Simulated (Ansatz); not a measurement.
# CH5NSi (charge −1, doublet): what the fields show

Input

```
crystal:
  periodic: [false, false, false]
  atoms:
    - {symbol: C, position_ang: [-0.880800, -0.172651, 0.062913]}
    - {symbol: N, position_ang: [1.312540, -0.055386, 2.041119]}
    - {symbol: Si, position_ang: [1.018902, -0.448181, 0.403839]}
    - {symbol: H, position_ang: [-1.180210, 0.877109, 0.283866]}
    - {symbol: H, position_ang: [-1.142567, -0.393450, -0.993829]}
    - {symbol: H, position_ang: [-1.490885, -0.833743, 0.712334]}
    - {symbol: H, position_ang: [1.664776, 0.502158, -0.657387]}
    - {symbol: H, position_ang: [2.309534, 0.044785, 2.283095]}
basis:
  gaussian:
    orbitals: def2-TZVPD
magnetization:
  spin_polarized: true
  initial_magnetization: 1
total_charge: -1
output:
  forces: true
  orbitals: {seedname: orbitals}
hamiltonian:
  xc: pbe0
```

Run with:

```sh
ansatz run input.yaml --threads 2 --pin off --max-ram 4350MiB --events-out events.jsonl --progress --plain --runs-dir runs
```

Geometry: BLYP-D3(BJ)/def2-SVPD; the highest occupied orbital lies above zero, a sign that basis and functional describe the outermost electron poorly.

These are results of isolated molecule in a Gaussian basis; Kohn-Sham density functional theory, functional PBE0 in Ansatz, not measurements.

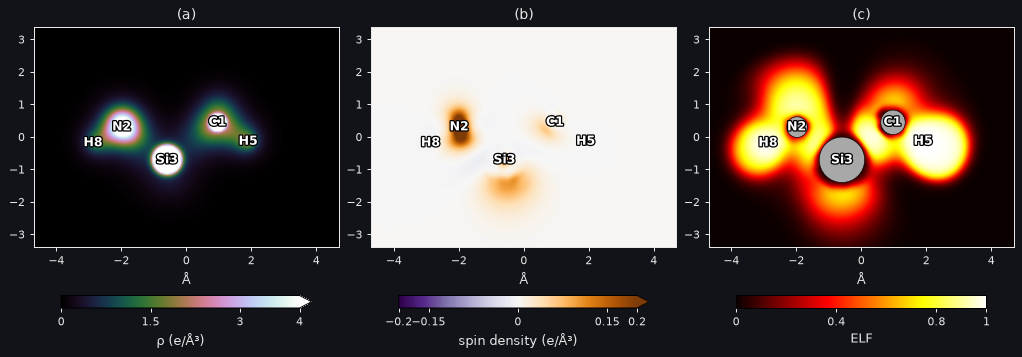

Figure 1. (a) total electron density; (b) spin density; (c) ELF on the plane of atoms C1, Si3 and N2. Grey discs cover the atomic cores in the ELF map.

What does the map show?

The plane passes through C, N, Si and H nuclei.
Si–N (1.71 Å): ρ at the midpoint is about 1.1 e/Å³; the ELF peaks at about 0.90 between the atoms, as expected for a shared but strongly polarised pair.
C–Si (1.95 Å): ρ is about 0.84 e/Å³ halfway; the ELF peaks at about 0.95 between the atoms (a shared electron pair).
N–H (1.03 Å): the density is about 2.6 e/Å³ at the midpoint; the ELF climbs to about 1 towards the hydrogen, as it does in any bond to H; a covalent bond by its length.
C–H (1.11 Å): the density is about 1.9 e/Å³ at the midpoint; the ELF climbs to about 1 towards the hydrogen; a covalent bond by its length.
The ELF also peaks beside N2, away from the bonds: non-bonding electrons, paired or unpaired.
The unpaired spin (1 electron) lies mostly on Si3 (about 0.6), N2 (about 0.3) and H7 (about 0.1), in electrons by Hirshfeld's partition.

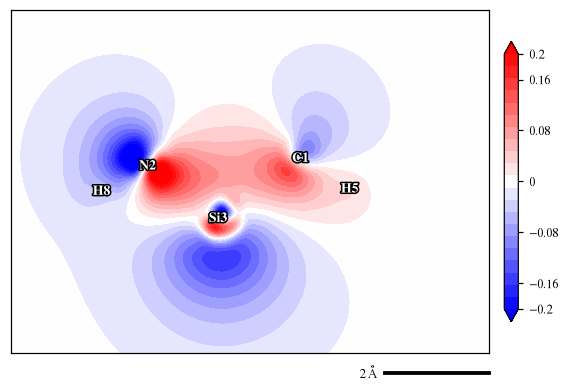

Figure 2. The HOMO (β) on the plane of atoms C1, Si3 and N2 (values in Å⁻³ᐟ²; the overall sign is arbitrary).

What is the character of this orbital?

By Hirshfeld shares it lies mainly on N2 (about 60 %) and Si3 (about 30 %). Its energy is −0.73 eV.

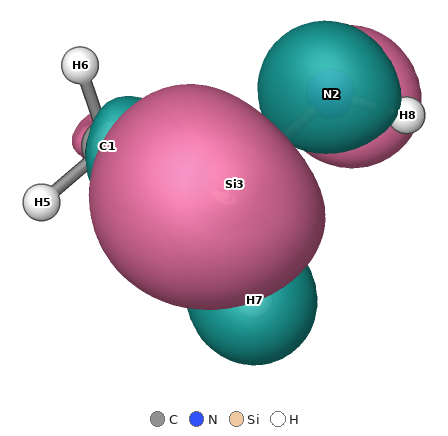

Figure 3. The HOMO (α) at ±0.1 Å⁻³ᐟ² (teal and pink are the two phases), seen at a tilt.

Where does this orbital lie, and at what energy?

Its weight (Hirshfeld) is mainly on Si3 (about 55 %), N2 (about 25 %) and H7 (about 10 %). Its energy is 0.63 eV.
